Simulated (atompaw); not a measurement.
```json
{"Element": "sulfur (S)", "Generator": "atompaw 4.2.0.5", "Type": "PAW", "Functional": "PBE", "Relativity": "scalar-relativistic", "Frozen core": "[Ne]", "Valence charge": "6", "Reference configuration": "3s2 3p2 (charge +2)", "Partial waves": "3s (bound): rc 1.25 bohr; 3s channel at -2.25 Ry: rc 1.25 bohr; 3p (bound): rc 1.25 bohr; 3p channel at -1.3 Ry: rc 1.15 bohr", "Local potential": "bessel scheme, radius 1.10 bohr", "Core correction": "smooth core density matched at 1.20 bohr", "Augmentation charge": "sinc compensation charge, radius 1.10 bohr; PAW radius 1.25 bohr; waves and projectors: custom polynom gramschmidtortho"}
```

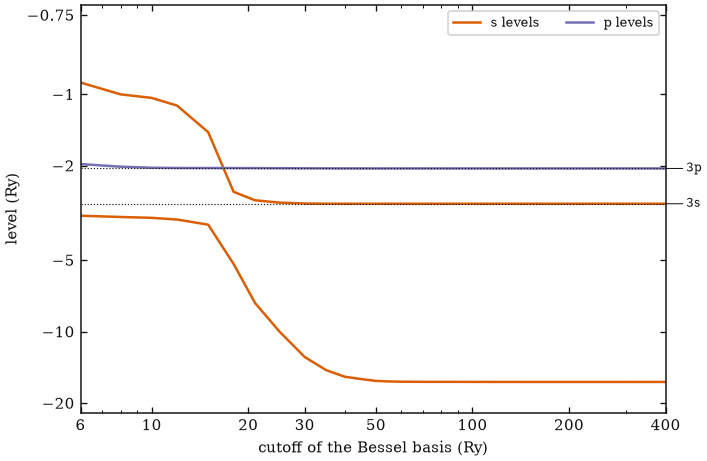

The pseudo-atom Hamiltonian at the reference potential is diagonalised in spherical Bessel functions (20 bohr box) up to the cutoff. Curves: the lowest levels of each channel that holds a bound state. Dotted lines: the all-electron valence levels.

**Is there a ghost state?**

Ghost state below the valence levels: s at -221.8 eV. A ghost is a curve that settles on no dotted line: a bound state with no counterpart among the valence levels. In Ry: s -16.30.

**Read the all-electron valence levels.**

3s: -2.90 Ry; 3p: -2.06 Ry.

**From which cutoff on does the ghost show?**

The lowest s curve lies clearly below the lowest valence level of its channel already at the lowest cutoff, 6 Ry, and ends at -16.30 Ry.
